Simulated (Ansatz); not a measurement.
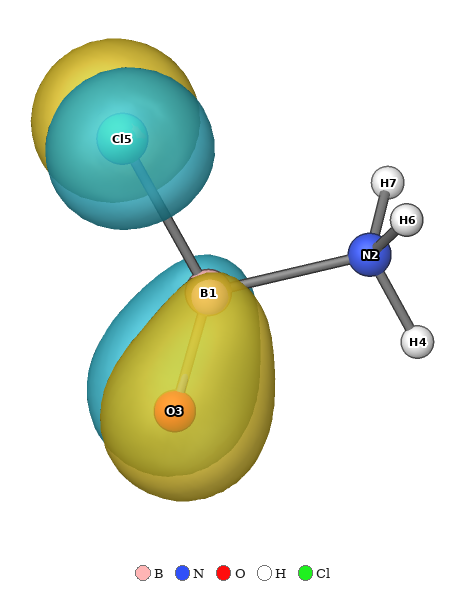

Figure. BClH$_{3}$NO. The HOMO−1 at ±0.15 Å⁻³ᐟ² (yellow and cyan are the two phases), seen at a tilt.

The product side of a reaction path; geometry: PBE0-D4/def2-TZVP.

Method: RKS PBE0-D4/def2-TZVPP (Ansatz 0.2.0).

```xyz
7

B    -0.5946    0.6327    0.3468
N     0.3452   -0.5123   -0.3599
O    -1.7307    0.8126   -0.1183
H    -0.2139   -0.9055   -1.1129
Cl    0.3829    1.3368    1.6876
H     0.6073   -1.2457    0.2942
H     1.2036   -0.1186   -0.7375
```

Where does this orbital lie, and at what energy?

It lies mainly on O3 (about 55 %), Cl5 (about 30 %) and B1 (about 15 %); largely a combination of lone pairs on O3 and Cl5. Its energy is −8.06 eV.
